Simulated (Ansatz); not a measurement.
## C₂H₆SeZn: molecular dynamics

C₂H₆SeZn, SMILES [CH3][Zn][Se]C, computed with UKS revPBE-d4/6-31G* (Ansatz 0.2.0).

The geometry comes from this level: PBE0-D4/def2-TZVP. Figures and captions count atoms from 1; the log counts them from 0 in places.

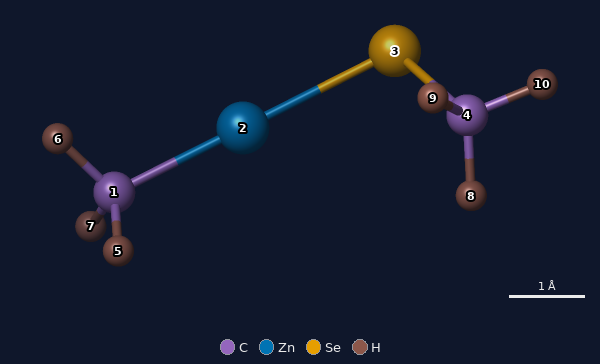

Fig. 1: The input geometry (ball-and-stick view, seen at a tilt; atoms are numbered from 1 in the order of the input). Sticks mark near contacts. Bond lengths as drawn: C–H 1.09 Å, C–Se 1.97 Å, C–Zn 1.94 Å and Se–Zn 2.30 Å.

## Results in brief

```json
{"quantity": "outcome", "value": "finished"}
{"quantity": "mean temperature over the second half", "value": "265 K"}
{"quantity": "trajectory", "value": "20 steps, 20 fs"}
{"quantity": "ensemble", "value": "nvt_nose_hoover"}
{"quantity": "temperature in the input", "value": "500 K"}
{"quantity": "time step", "value": "1 fs"}
{"quantity": "potential energy (last step)", "value": "−115916.3607 eV"}
{"quantity": "mean-field energy (last step)", "value": "−115915.8399 eV"}
{"quantity": "dispersion energy (last step)", "value": "−0.5207 eV"}
{"quantity": "SCF solution under orbital rotations (last step)", "value": "stable"}
{"quantity": "largest force (length of the vector) (last step)", "value": "2.120 eV/Å"}
{"quantity": "dipole moment (last step)", "value": "2.01 D"}
{"quantity": "hardware", "value": "4 threads of INTEL XEON PLATINUM @ 2.30GHz, 23 GiB of memory available, shared host"}
{"quantity": "wall time", "value": "26 s (CPU time 95 s)"}
{"quantity": "peak memory", "value": "0.24 GiB"}
```

## Notes

So short a trajectory is not equilibrated. The temperature stays far from the 500 K of the thermostat over the second half: the run isn't equilibrated.

## The input
```yaml
crystal:
  periodic: [false, false, false]
  atoms:
    - {symbol: C, position_ang: [-1.475505, 1.959590, 0.531821]}
    - {symbol: Zn, position_ang: [0.094920, 0.961741, -0.015866]}
    - {symbol: Se, position_ang: [1.962497, -0.205958, -0.668806]}
    - {symbol: C, position_ang: [1.271647, -2.037251, -0.463335]}
    - {symbol: H, position_ang: [-2.322129, 1.285764, 0.682248]}
    - {symbol: H, position_ang: [-1.288598, 2.489730, 1.467978]}
    - {symbol: H, position_ang: [-1.751625, 2.690466, -0.231168]}
    - {symbol: H, position_ang: [0.419997, -2.207505, -1.117724]}
    - {symbol: H, position_ang: [1.003722, -2.237877, 0.571309]}
    - {symbol: H, position_ang: [2.085083, -2.698700, -0.756455]}
basis:
  gaussian: {orbitals: "6-31G*"}
magnetization: {spin_polarized: true, initial_magnetization: 0}
hamiltonian: {xc: {name: revPBE}, dispersion: d4}
md: {timestep: 1 fs, n_steps: 20, ensemble: nvt_nose_hoover, temperature: 500, initial_velocities: maxwell_boltzmann, seed: 483}
```

Run as:
```bash
ansatz run in.yaml --threads 4 --pin off --events-out ev --progress --plain --max-ram 10444MiB
```

## Output
```
Functional definition: revPBE
  name "revPBE"
  cite "Zhang & Yang, Phys. Rev. Lett. 80, 890 (1998) doi:10.1103/PhysRevLett.80.890"
  cite "Perdew, Burke & Ernzerhof, Phys. Rev. Lett. 77, 3865 (1996) doi:10.1103/PhysRevLett.77.3865"
  parameter kappa = 1.245
  parameter beta = 0.06672455060314922
  exchange = pbe_x(kappa = kappa, mu = beta*pi^2/3)
  correlation = pbe_c(beta = beta)
1356 factors; their error is unknown
mean field evaluation 1: about -115902.5127 eV, gradient 5.9e1 eV
mean field evaluation 2: about -115873.0702 eV, gradient 9.9e1 eV
mean field evaluation 4: about -115915.9441 eV, gradient 5.4e0 eV
mean field evaluation 8: about -115916.0995 eV, gradient 1.7e-1 eV
mean field evaluation 16: about -115916.0268 eV, gradient 2.3e-4 eV
mean field -115916.02681890 eV, -4259.8354148896 hartree, gradient 1.3e-5 eV, S^2 0.000000; 0 other end points of the search recorded, 0 dependent functions left out
the calculation of the forces begins
reference -115916.02686737 eV, -4259.8354166708 hartree; 41, 41 occupied and 72, 72 virtual orbitals, 1356 factors
md step     0: t =     0.00 fs  T =   500.0 K  F+E_penalty+E_count = -115916.55722900 eV  E_kin = 0.517040 eV  conserved = -115916.04018900 eV  (30 SCF iters)
these checks for a lower state are left out or cut short: starts, cluster_reference, orbital_swaps, neighbouring_geometries, increment
1356 factors; their error is unknown
mean field -115915.95042286 eV, -4259.8326073868 hartree, gradient 1.7e-5 eV, S^2 0.000000; 0 other end points of the search recorded, 0 dependent functions left out
[... from here on the field's lines of each further geometry are left out, up to the last ...]
md step     1: t =     1.00 fs  T =   431.6 K  F+E_penalty+E_count = -115916.48052985 eV  E_kin = 0.446305 eV  conserved = -115916.03422616 eV  (30 SCF iters, 3 dispersion substeps)
md step     2: t =     2.00 fs  T =   345.8 K  F+E_penalty+E_count = -115916.38544272 eV  E_kin = 0.357576 eV  conserved = -115916.02788053 eV  (30 SCF iters, 3 dispersion substeps)
md step     3: t =     3.00 fs  T =   319.0 K  F+E_penalty+E_count = -115916.36079354 eV  E_kin = 0.329903 eV  conserved = -115916.03093497 eV  (30 SCF iters, 3 dispersion substeps)
md step     4: t =     4.00 fs  T =   320.0 K  F+E_penalty+E_count = -115916.36723225 eV  E_kin = 0.330931 eV  conserved = -115916.03639888 eV  (31 SCF iters, 3 dispersion substeps)
md step     5: t =     5.00 fs  T =   280.8 K  F+E_penalty+E_count = -115916.32582140 eV  E_kin = 0.290385 eV  conserved = -115916.03560736 eV  (31 SCF iters, 3 dispersion substeps)
md step     6: t =     6.00 fs  T =   204.3 K  F+E_penalty+E_count = -115916.24202900 eV  E_kin = 0.211259 eV  conserved = -115916.03102153 eV  (31 SCF iters, 3 dispersion substeps)
md step     7: t =     7.00 fs  T =   149.4 K  F+E_penalty+E_count = -115916.18183916 eV  E_kin = 0.154528 eV  conserved = -115916.02764228 eV  (31 SCF iters, 3 dispersion substeps)
md step     8: t =     8.00 fs  T =   164.0 K  F+E_penalty+E_count = -115916.19705792 eV  E_kin = 0.169619 eV  conserved = -115916.02786448 eV  (31 SCF iters, 3 dispersion substeps)
md step     9: t =     9.00 fs  T =   244.2 K  F+E_penalty+E_count = -115916.28389352 eV  E_kin = 0.252503 eV  conserved = -115916.03196697 eV  (31 SCF iters, 3 dispersion substeps)
md step    10: t =    10.00 fs  T =   331.0 K  F+E_penalty+E_count = -115916.37904545 eV  E_kin = 0.342316 eV  conserved = -115916.03754934 eV  (31 SCF iters, 3 dispersion substeps)
md step    11: t =    11.00 fs  T =   351.3 K  F+E_penalty+E_count = -115916.40107313 eV  E_kin = 0.363320 eV  conserved = -115916.03888614 eV  (31 SCF iters, 3 dispersion substeps)
md step    12: t =    12.00 fs  T =   294.3 K  F+E_penalty+E_count = -115916.33568592 eV  E_kin = 0.304280 eV  conserved = -115916.03285553 eV  (32 SCF iters, 3 dispersion substeps)
md step    13: t =    13.00 fs  T =   237.5 K  F+E_penalty+E_count = -115916.27138858 eV  E_kin = 0.245551 eV  conserved = -115916.02756987 eV  (31 SCF iters, 3 dispersion substeps)
md step    14: t =    14.00 fs  T =   244.3 K  F+E_penalty+E_count = -115916.28199833 eV  E_kin = 0.252652 eV  conserved = -115916.03136254 eV  (32 SCF iters, 3 dispersion substeps)
md step    15: t =    15.00 fs  T =   273.3 K  F+E_penalty+E_count = -115916.31689923 eV  E_kin = 0.282627 eV  conserved = -115916.03662014 eV  (32 SCF iters, 3 dispersion substeps)
md step    16: t =    16.00 fs  T =   257.9 K  F+E_penalty+E_count = -115916.29939303 eV  E_kin = 0.266659 eV  conserved = -115916.03544819 eV  (32 SCF iters, 3 dispersion substeps)
md step    17: t =    17.00 fs  T =   206.1 K  F+E_penalty+E_count = -115916.24082812 eV  E_kin = 0.213161 eV  conserved = -115916.03072471 eV  (32 SCF iters, 3 dispersion substeps)
md step    18: t =    18.00 fs  T =   179.1 K  F+E_penalty+E_count = -115916.20941187 eV  E_kin = 0.185233 eV  conserved = -115916.02754576 eV  (32 SCF iters, 3 dispersion substeps)
md step    19: t =    19.00 fs  T =   221.3 K  F+E_penalty+E_count = -115916.25344339 eV  E_kin = 0.228862 eV  conserved = -115916.02829730 eV  (32 SCF iters, 3 dispersion substeps)
the calculation of the forces begins
reference -115915.83994886 eV, -4259.8285475424 hartree; 41, 41 occupied and 72, 72 virtual orbitals, 1356 factors
1356 factors; their error is unknown
mean field evaluation 192: about -115915.8399 eV, gradient 4.2e-2 eV
mean field -115915.83990019 eV, -4259.8285457537 hartree, gradient 1.7e-5 eV, S^2 0.000000; 1 other end points of the search recorded, 0 dependent functions left out
the calculation of the forces begins
reference -115915.83994886 eV, -4259.8285475424 hartree; 41, 41 occupied and 72, 72 virtual orbitals, 1356 factors
md step    20: t =    20.00 fs  T =   321.0 K  F+E_penalty+E_count = -115916.36061605 eV  E_kin = 0.331966 eV  conserved = -115916.03287029 eV  (32 SCF iters, 3 dispersion substeps)
```

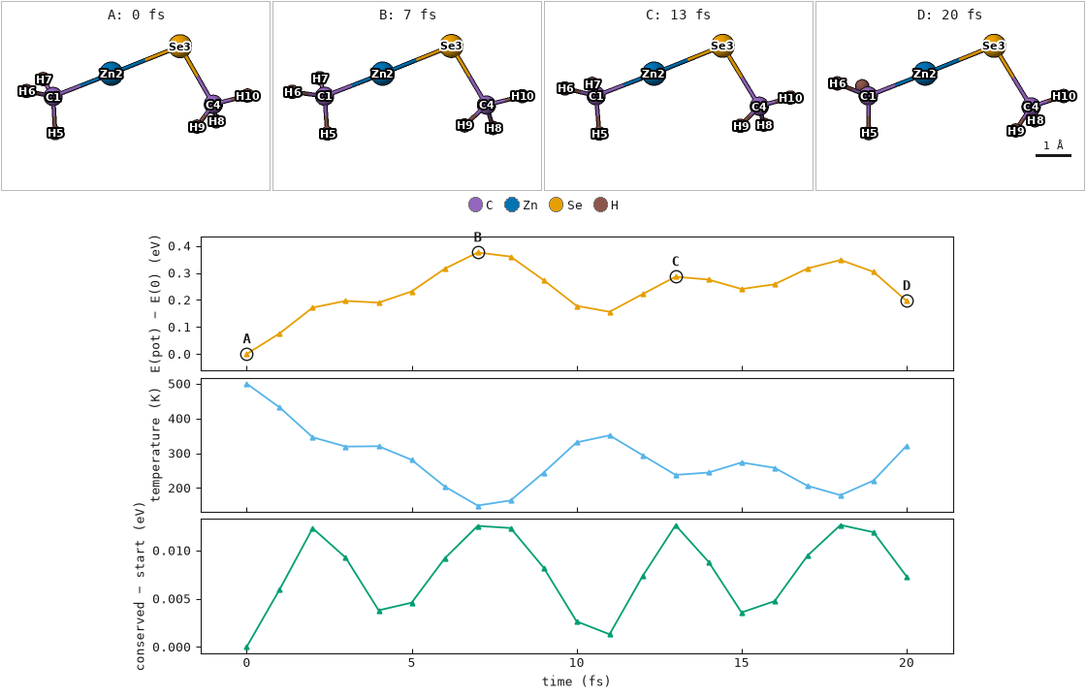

Fig. 2: Frames of the molecular dynamics (ball-and-stick, seen at an oblique angle) above the curves, on which the letters mark them. The trajectory kept here has 21 frames over 20 fs. The temperature starts at 500 K, ranges from 149 to 500 K and averages 265 K over the second half. The potential energy ends 0.197 eV above its first value. The conserved quantity stays within 0.013 eV. After an unweighted best fit of the last frame on the first, the root-mean-square displacement is 0.16 Å, and H6 has moved furthest (0.26 Å).

```
Total energy: -115916.36066472 eV, -4259.8476834974 hartree
Atom 0 at    -1.430241     1.945026     0.553392 Å, force    -0.842814     1.537496    -1.191788 eV/Å
Atom 1 at     0.082837     0.976181    -0.019823 Å, force     0.560442    -0.322622    -0.045066 eV/Å
Atom 2 at     1.967093    -0.193217    -0.663517 Å, force    -0.482387    -0.744661     0.229818 eV/Å
Atom 3 at     1.258875    -2.161434    -0.486082 Å, force     0.843529     0.649118    -0.455810 eV/Å
Atom 4 at    -2.230772     1.264056     0.856439 Å, force    -0.188464    -0.203772     0.531134 eV/Å
Atom 5 at    -1.256174     2.742447     1.333089 Å, force    -0.131152    -0.714102    -0.433678 eV/Å
Atom 6 at    -1.929977     2.486860    -0.350228 Å, force     0.831323    -0.527181     1.094918 eV/Å
Atom 7 at     0.450775    -2.271998    -1.249665 Å, force     0.571136    -0.295356     0.551351 eV/Å
Atom 8 at     0.971807    -2.399545     0.540725 Å, force    -0.494416     0.267940     0.165779 eV/Å
Atom 9 at     2.177258    -2.781492    -0.657884 Å, force    -0.667197     0.353140    -0.446657 eV/Å
Dipole moment:    -0.384928    -0.121393     0.106682 e Å
```

## Trajectory as extended XYZ (Å, eV, eV/Å), 10 of the 21 frames kept, from step=0 to step=20
```
10
Properties=species:S:1:pos:R:3:forces:R:3 step=0 time_fs=0.0 energy=-115916.55723 temperature=500.0
C    -1.4755    1.9596    0.5318    0.7727  -0.4796  -0.2654
Zn    0.0949    0.9617   -0.0159   -0.1667   0.0616   0.0574
Se    1.9625   -0.2060   -0.6688    0.1064   0.6430  -0.0262
C     1.2716   -2.0373   -0.4633   -0.0837  -0.0451   0.0279
H    -2.3221    1.2858    0.6822   -0.3368  -0.1907   0.0684
H    -1.2886    2.4897    1.4680    0.0099   0.2076   0.3342
H    -1.7516    2.6905   -0.2312   -0.1465   0.2753  -0.2413
H     0.4200   -2.2075   -1.1177   -0.3154  -0.1009  -0.2319
H     1.0037   -2.2379    0.5713   -0.1062  -0.1115   0.3736
H     2.0851   -2.6987   -0.7565    0.2663  -0.2598  -0.0967
10
Properties=species:S:1:pos:R:3:forces:R:3 step=2 time_fs=2.0 energy=-115916.38544 temperature=345.8
C    -1.4708    1.9666    0.5362    0.5173  -2.5837   0.5898
Zn    0.0932    0.9633   -0.0170   -0.0728   0.0263   0.2021
Se    1.9636   -0.2045   -0.6676   -0.0591   0.4142  -0.2106
C     1.2742   -2.0524   -0.4721   -0.4857   0.6891   1.1132
H    -2.3125    1.2562    0.7276    0.1806   0.3094  -0.2914
H    -1.3442    2.5064    1.4492    0.3269   0.6956   0.9980
H    -1.7109    2.6279   -0.2363   -0.8041   1.4141  -1.5392
H     0.4343   -2.2982   -1.0823   -1.0369   0.1448  -0.8791
H     0.9623   -2.1816    0.5771    0.3694  -0.3527  -0.0606
H     2.0577   -2.7027   -0.7856    1.0644  -0.7571   0.0778
10
Properties=species:S:1:pos:R:3:forces:R:3 step=4 time_fs=4.0 energy=-115916.36723 temperature=320.0
C    -1.4644    1.9661    0.5422    0.0558  -1.4406   0.3852
Zn    0.0914    0.9648   -0.0181    0.0467   0.0052   0.3137
Se    1.9647   -0.2029   -0.6665   -0.1879   0.2150  -0.3539
C     1.2751   -2.0656   -0.4776   -0.9154   0.1093   0.6389
H    -2.2969    1.2376    0.7623    0.3029   0.4990  -0.5058
H    -1.3880    2.5474    1.4645    0.3649   0.3114   0.1544
H    -1.6984    2.6133   -0.2931   -0.6067   0.4764  -0.3804
H     0.4131   -2.3826   -1.0775   -0.2834   0.6222  -0.4319
H     0.9347   -2.1388    0.5810    0.6805  -0.5724  -0.3750
H     2.0674   -2.7328   -0.8108    0.5425  -0.2255   0.5548
10
Properties=species:S:1:pos:R:3:forces:R:3 step=7 time_fs=7.0 energy=-115916.18184 temperature=149.4
C    -1.4546    1.9590    0.5528   -0.0465   1.2524  -0.5145
Zn    0.0887    0.9672   -0.0194    0.2294  -0.0043   0.3770
Se    1.9661   -0.2003   -0.6652   -0.3268  -0.0656  -0.4455
C     1.2712   -2.0858   -0.4833   -0.6507  -0.8875  -0.7844
H    -2.2579    1.2409    0.7793   -0.3327   0.0017  -0.3565
H    -1.4273    2.6222    1.4849    0.4003  -0.5442  -1.1188
H    -1.7177    2.6115   -0.3846   -0.0623  -0.8697   1.5880
H     0.3732   -2.4595   -1.0938    0.8779   1.1069   0.2717
H     0.9404   -2.1170    0.5639    0.5087  -0.7123   0.0760
H     2.1086   -2.7840   -0.8048   -0.5973   0.7227   0.9071
10
Properties=species:S:1:pos:R:3:forces:R:3 step=9 time_fs=9.0 energy=-115916.28389 temperature=244.2
C    -1.4483    1.9580    0.5582    0.0539   1.2963  -0.8319
Zn    0.0872    0.9687   -0.0199    0.3307  -0.0316   0.3780
Se    1.9669   -0.1986   -0.6645   -0.4031  -0.2531  -0.4277
C     1.2658   -2.1023   -0.4895   -0.1339  -0.4081  -0.6769
H    -2.2433    1.2468    0.7724   -0.6073  -0.3107  -0.1107
H    -1.4346    2.6512    1.4523    0.4254  -0.4821  -0.7778
H    -1.7365    2.5757   -0.3804    0.0023  -0.6480   1.3201
H     0.3819   -2.4607   -1.0957    0.6100   0.8908   0.0886
H     0.9699   -2.1358    0.5528    0.1646  -0.6116   0.5045
H     2.1143   -2.7892   -0.7594   -0.4427   0.5581   0.5339
10
Properties=species:S:1:pos:R:3:forces:R:3 step=11 time_fs=11.0 energy=-115916.40107 temperature=351.3
C    -1.4419    1.9607    0.5610   -0.0737  -0.5015  -0.6172
Zn    0.0858    0.9702   -0.0202    0.4040  -0.0776   0.3581
Se    1.9675   -0.1970   -0.6641   -0.4629  -0.4313  -0.3570
C     1.2600   -2.1200   -0.4976    0.4127   0.8403   0.7930
H    -2.2501    1.2422    0.7611   -0.2277  -0.1139   0.0910
H    -1.4258    2.6633    1.3920    0.4118   0.1721   0.3809
H    -1.7562    2.5169   -0.3288   -0.2934   0.3324  -0.2345
H     0.4119   -2.4287   -1.0955   -0.4186   0.3048  -0.5839
H     1.0059   -2.1776    0.5593   -0.1416  -0.3726   0.3097
H     2.1049   -2.7744   -0.6943    0.3894  -0.1526  -0.1400
10
Properties=species:S:1:pos:R:3:forces:R:3 step=13 time_fs=13.0 energy=-115916.27139 temperature=237.5
C    -1.4357    1.9618    0.5619   -0.2200  -2.1468  -0.0312
Zn    0.0846    0.9717   -0.0204    0.4576  -0.1242   0.2993
Se    1.9678   -0.1956   -0.6639   -0.4960  -0.5734  -0.2432
C     1.2555   -2.1351   -0.5032    0.7844   1.5477   2.1165
H    -2.2652    1.2336    0.7534    0.3164   0.2403   0.2956
H    -1.4013    2.6816    1.3454    0.3528   0.6228   1.1608
H    -1.7876    2.4708   -0.2867   -0.6731   1.2076  -1.7484
H     0.4271   -2.3846   -1.1169   -0.9311  -0.1334  -0.9009
H     1.0364   -2.2336    0.5767   -0.4287  -0.0631  -0.2585
H     2.1095   -2.7648   -0.6341    0.8377  -0.5776  -0.6901
10
Properties=species:S:1:pos:R:3:forces:R:3 step=16 time_fs=16.0 energy=-115916.29939 temperature=257.9
C    -1.4285    1.9528    0.5624   -1.1109   0.2722  -0.8468
Zn    0.0834    0.9738   -0.0202    0.5427  -0.1979   0.1362
Se    1.9679   -0.1941   -0.6637   -0.5041  -0.6973  -0.0309
C     1.2533   -2.1494   -0.4998    0.7312   0.5918   0.9993
H    -2.2648    1.2380    0.7653    0.3540   0.2301   0.5641
H    -1.3415    2.7410    1.3450    0.0638  -0.5897  -0.0703
H    -1.8723    2.4752   -0.3266    0.3920   0.0709   0.1861
H     0.4013   -2.3265   -1.1993    0.6848  -0.1465   0.4620
H     1.0489   -2.3193    0.5820   -0.7301   0.2737  -0.4751
H     2.1630   -2.7832   -0.5949   -0.4234   0.1928  -0.9248
10
Properties=species:S:1:pos:R:3:forces:R:3 step=18 time_fs=18.0 energy=-115916.20941 temperature=179.1
C    -1.4276    1.9463    0.5598   -1.1133   1.7420  -1.2384
Zn    0.0829    0.9751   -0.0200    0.5765  -0.2540   0.0279
Se    1.9676   -0.1935   -0.6636   -0.4977  -0.7374   0.1096
C     1.2548   -2.1560   -0.4928    0.7881   0.3210  -0.1601
H    -2.2473    1.2522    0.7988   -0.0400  -0.0757   0.6390
H    -1.2966    2.7616    1.3509   -0.1294  -1.0947  -0.6710
H    -1.9184    2.4906   -0.3601    0.9450  -0.5405   1.2051
H     0.4051   -2.2952   -1.2419    1.1605  -0.2130   0.9712
H     1.0239   -2.3653    0.5637   -0.7222   0.3122  -0.1164
H     2.1876   -2.7920   -0.6119   -0.9674   0.5398  -0.7669
10
Properties=species:S:1:pos:R:3:forces:R:3 step=20 time_fs=20.0 energy=-115916.36062 temperature=321.0
C    -1.4302    1.9450    0.5534   -0.8428   1.5375  -1.1918
Zn    0.0828    0.9762   -0.0198    0.5604  -0.3226  -0.0451
Se    1.9671   -0.1932   -0.6635   -0.4824  -0.7447   0.2298
C     1.2589   -2.1614   -0.4861    0.8435   0.6491  -0.4558
H    -2.2308    1.2641    0.8564   -0.1885  -0.2038   0.5311
H    -1.2562    2.7424    1.3331   -0.1312  -0.7141  -0.4337
H    -1.9300    2.4869   -0.3502    0.8313  -0.5272   1.0949
H     0.4508   -2.2720   -1.2497    0.5711  -0.2954   0.5514
H     0.9718   -2.3995    0.5407   -0.4944   0.2679   0.1658
H     2.1773   -2.7815   -0.6579   -0.6672   0.3531  -0.4467
```
